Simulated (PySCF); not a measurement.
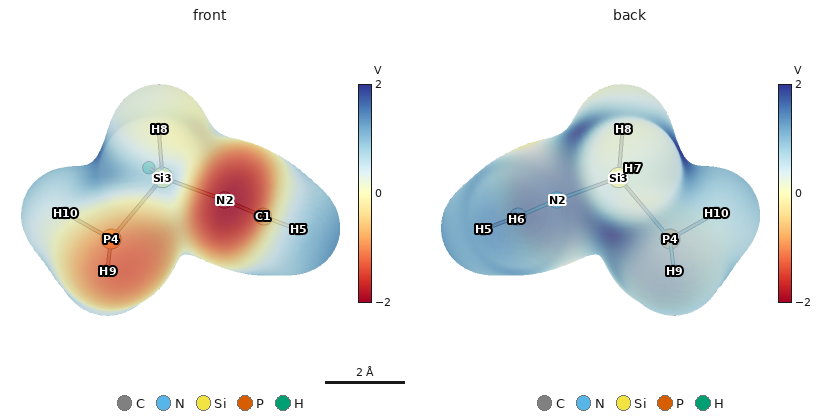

The picture shows: CH6NPSi (SMILES C=N[SiH2]P). The molecular electrostatic potential painted on the density surface at 0.004 e/bohr³, seen from the front and from behind; red is negative and blue positive.

Geometry: GFN2-xTB.

Theory: PBE0/pcSseg-1, SCF density, gas phase, non-relativistic in PySCF 2.14.0.

```yaml
atoms:
  - { symbol: C, position_ang: [2.0724, -0.4623, 0.2229] }
  - { symbol: N, position_ang: [1.0379, 0.1378, 0.5770] }
  - { symbol: Si, position_ang: [-0.3680, 0.7530, -0.1866] }
  - { symbol: P, position_ang: [-1.9917, -0.5113, 0.7096] }
  - { symbol: H, position_ang: [2.7988, -0.7571, 0.9764] }
  - { symbol: H, position_ang: [2.3220, -0.7244, -0.8088] }
  - { symbol: H, position_ang: [-0.4213, 0.7760, -1.6589] }
  - { symbol: H, position_ang: [-0.4727, 2.1075, 0.3494] }
  - { symbol: H, position_ang: [-1.9639, -1.4914, -0.2689] }
  - { symbol: H, position_ang: [-3.0048, 0.1768, 0.0653] }
```

### Describe the electrostatic potential map.

The most negative region (about −1.8 V) lies over N2, the most positive (about +1.8 V) over Si3. N2 is the likeliest acceptor of a hydrogen bond.

### How polar is the molecule by this calculation?

Its dipole moment is 2.32 D.
